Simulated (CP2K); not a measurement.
# CuNH4 (Cu(NH3)H) at GFN2-xTB

Aim: the vertical ionisation energy of CuNH4 (Cu(NH3)H) at GFN2-xTB, from 2 runs. 

Program for the calculation: CP2K 2026.2.

1 further run of the same task is left out (set aside as unsound or not needed).

### 1 Starting point

CuNH4: 6 atoms, total charge 0, spin state singlet. SMILES: `[H][Cu]<-[NH3]`. The shape comes from GFN2-xTB, which is rough for such elements, and wasn't checked as a minimum.

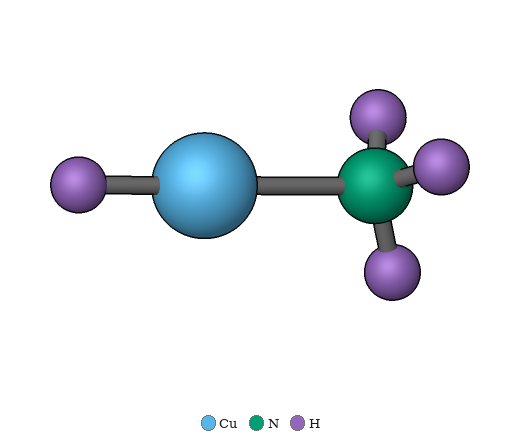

Viewed from a chosen angle; copper blue, nitrogen teal, hydrogen purple.

### 2 Energy and gradient at GFN2-xTB

Input file mol.inp:

```
&GLOBAL
  PROJECT_NAME mol
  RUN_TYPE ENERGY_FORCE
  PRINT_LEVEL MEDIUM
&END

&FORCE_EVAL
  METHOD QS
  &DFT
    CHARGE 0
    MULTIPLICITY 1
    &QS
      METHOD XTB
      EPS_DEFAULT 1.0E-10
      &XTB
        GFN_TYPE TBLITE
        &TBLITE
          METHOD GFN2
        &END
        CHECK_ATOMIC_CHARGES F
      &END
    &END
    &POISSON
      PERIODIC NONE
      POISSON_SOLVER ANALYTIC
    &END
    &SCF
      SCF_GUESS ATOMIC
      EPS_SCF 1.0E-07
      MAX_SCF 150
      ADDED_MOS 2
      &DIAGONALIZATION
        ALGORITHM STANDARD
      &END
      &MIXING
        METHOD DIRECT_P_MIXING
        ALPHA 0.4
      &END
      &SMEAR ON
        METHOD FERMI_DIRAC
        ELECTRONIC_TEMPERATURE [K] 300
      &END
    &END
    &PRINT
      &MOMENTS
        PERIODIC F
        REFERENCE COM
        MAX_MOMENT 1
      &END
      &MO ON
        ENERGIES T
        OCCUPATION_NUMBERS T
        NDIGITS 6
        &EACH
          QS_SCF 0
        &END
        ADD_LAST NUMERIC
      &END
      &HIRSHFELD OFF
      &END
    &END
  &END
  &SUBSYS
    &CELL
      ABC [angstrom] 13.5 13.7 15.8
      PERIODIC NONE
    &END
    &COORD
      UNIT bohr
      Cu    -0.0240751     0.0130958    -2.3436194
      N      0.0014362    -0.0022677     1.3777237
      H     -0.7817419     1.6261093     2.0379940
      H      1.8225464    -0.1349075     1.9841179
      H     -1.0056933    -1.5103636     2.0197393
      H     -0.0124722     0.0083337    -5.0759367
    &END
    &TOPOLOGY
      &CENTER_COORDINATES
      &END
    &END
  &END
  &PRINT
    &FORCES ON
    &END
  &END
&END
```

Started as:

```sh
$ OMP_NUM_THREADS=1 cp2k.psmp -i mol.inp -o mol.out
```

Log, cut to the lines that bear on the results:

```text
CP2K| version string:                                       CP2K version 2026.2
[...]
 GLOBAL| Method name                                                        CP2K
[...]
 GLOBAL| Run type                                                   ENERGY_FORCE
[...]
                             - Atoms:                                          6
[...]
                             - Spherical basis functions:                     17
[...]
 Number of electrons:                                                         20
[...]
  *** SCF run converged in    13 steps ***
[...]
  Fermi energy:                                                -0.07846865590050
[...]
 TB_DIPOLE| Moment [Debye]          0.03277209      -0.01727388       5.17779144
 TB_DIPOLE| Derivative [a.u.]       0.00000000       0.00000000       0.00000000
[...]
 ENERGY| Total FORCE_EVAL ( QS ) energy [hartree]             -8.875786490936118
 FORCES| Atomic forces [hartree/bohr]
 FORCES|   Atom     x               y               z               |f|
 FORCES|      1  2.38020475E-04 -1.65755366E-04 -1.15604242E-04   3.12238577E-04
 FORCES|      2  2.22758103E-05  9.24686056E-05 -1.33019492E-03   1.33359109E-03
 FORCES|      3 -1.66668805E-04  2.99812269E-04  2.23461934E-04   4.09391162E-04
 FORCES|      4  2.40001489E-04 -6.54547343E-05  3.93030138E-04   4.65142694E-04
 FORCES|      5 -1.45893921E-04 -2.67808463E-04  2.66315293E-04   4.04883001E-04
 FORCES|      6 -1.87735048E-04  1.06737688E-04  5.62991798E-04   6.02990172E-04
 FORCES| Sum    -1.00017650E-16 -3.69170840E-17 -6.75457953E-17
 FORCES| Total atomic force                                       1.26209492E-16
[...]
```

It took 0.88 s on 1 thread of Intel Xeon 6975P-C (Granite Rapids), shared host; peak memory 0.19 GiB.

### 3 The doublet cation

Input file qs.inp:

```
&GLOBAL
 PROJECT qs
 RUN_TYPE ENERGY_FORCE
 PRINT_LEVEL MEDIUM
&END GLOBAL

&FORCE_EVAL
 METHOD QS
 &DFT
  CHARGE 1
  MULTIPLICITY 2
  SPIN_POLARIZED T
  ! Quickstep
  &QS
   METHOD XTB
   EPS_DEFAULT 1.0E-10
   &XTB
    GFN_TYPE TBLITE
    &TBLITE
     METHOD GFN2
    &END TBLITE
    CHECK_ATOMIC_CHARGES F
   &END XTB
  &END QS
  &POISSON
   PERIODIC NONE
   POISSON_SOLVER ANALYTIC
  &END POISSON
  &SCF
   SCF_GUESS ATOMIC
   EPS_SCF 1.0E-07
   MAX_SCF 150
   ADDED_MOS 4
   &DIAGONALIZATION
    ALGORITHM STANDARD
   &END DIAGONALIZATION
   &MIXING
    METHOD DIRECT_P_MIXING
    ALPHA 0.4
   &END MIXING
   &SMEAR ON
    METHOD FERMI_DIRAC
    ELECTRONIC_TEMPERATURE [K] 300
   &END SMEAR
  &END SCF
  ! extra output
  &PRINT
   &MOMENTS
    PERIODIC F
    REFERENCE COM
    MAX_MOMENT 1
   &END MOMENTS
   &MO ON
    ENERGIES T
    OCCUPATION_NUMBERS T
    NDIGITS 6
    &EACH
     QS_SCF 0
    &END EACH
    ADD_LAST NUMERIC
   &END MO
   &HIRSHFELD OFF
   &END HIRSHFELD
  &END PRINT
 &END DFT
 ! structure
 &SUBSYS
  &CELL
   ABC 13.5 13.7 15.8
   PERIODIC NONE
  &END CELL
  &COORD
   UNIT bohr
   Cu    -0.0240751     0.0130958    -2.3436194
   N      0.0014362    -0.0022677     1.3777237
   H     -0.7817419     1.6261093     2.0379940
   H      1.8225464    -0.1349075     1.9841179
   H     -1.0056933    -1.5103636     2.0197393
   H     -0.0124722     0.0083337    -5.0759367
  &END COORD
  &TOPOLOGY
   &CENTER_COORDINATES
   &END CENTER_COORDINATES
  &END TOPOLOGY
 &END SUBSYS
 &PRINT
  &FORCES ON
  &END FORCES
 &END PRINT
&END FORCE_EVAL
```

Started as:

```sh
$ OMP_NUM_THREADS=1 cp2k.psmp qs.inp > qs.out
```

Log, cut to the lines that bear on the results:

```text
CP2K| version string:                                       CP2K version 2026.2
[...]
 GLOBAL| Method name                                                        CP2K
[...]
 GLOBAL| Run type                                                   ENERGY_FORCE
[...]
                             - Atoms:                                          6
[...]
                             - Spherical basis functions:                     17
[...]
 Number of electrons:                                                         10
[...]
  *** SCF run converged in    23 steps ***
[...]
  Fermi energy:                                                -0.61754541022453
[...]
 TB_DIPOLE| Moment [Debye]          0.03508906      -0.01771289       3.90806671
 TB_DIPOLE| Derivative [a.u.]       0.00000000       0.00000000       0.00000000
[...]
 ENERGY| Total FORCE_EVAL ( QS ) energy [hartree]             -8.417438625755208
 FORCES| Atomic forces [hartree/bohr]
 FORCES|   Atom     x               y               z               |f|
 FORCES|      1  2.70247347E-04 -2.11807061E-04 -3.58434793E-03   3.60075630E-03
 FORCES|      2 -1.20404526E-04  1.84284142E-04 -9.74326946E-03   9.74575588E-03
 FORCES|      3 -1.50679444E-03  3.12764757E-03  6.96362160E-03   7.78104328E-03
 FORCES|      4  3.53067047E-03 -3.18266152E-04  7.13901106E-03   7.97072182E-03
 FORCES|      5 -1.89708681E-03 -2.94524493E-03  6.98903514E-03   7.81792928E-03
 FORCES|      6 -2.76632048E-04  1.63386429E-04 -7.76405041E-03   7.77069490E-03
 FORCES| Sum    -5.33427469E-17 -4.38559779E-17 -4.07660017E-17
 FORCES| Total atomic force                                       8.01914106E-17
[...]
```

Wall time 0.93 s (1 thread of Intel Xeon 6975P-C (Granite Rapids), shared host); peak memory 0.19 GiB.

### 4 Summary of results

At GFN2-xTB:

| quantity | value |
| --- | --- |
| singlet CuNH4: total energy | -8.87579 Eh |
| singlet CuNH4: dipole moment (from atomic charges alone) | 5.18 D |
| singlet CuNH4: HOMO energy | -8.04 eV |
| singlet CuNH4: LUMO energy | -1.24 eV |
| singlet CuNH4: HOMO–LUMO gap | 6.81 eV |
| singlet CuNH4: largest force on an atom | 0.069 eV/Å |
| doublet cation: total energy | -8.41744 Eh |
| doublet cation: HOMO energy (highest over α and β) | -16.90 eV |
| doublet cation: LUMO energy (lowest over α and β) | -16.73 eV |
| doublet cation: largest force on an atom | 0.501 eV/Å |
| vertical ionisation energy (to the doublet cation) | 12.472 eV |

**Reading.** Removing an electron at fixed nuclei costs 12.47 eV (288 kcal/mol). No empirical shift is applied, and without it xTB methods put this difference several eV too high. The dipole (singlet CuNH4) comes from point charges on the atoms alone, without atomic dipoles, so it is partial.
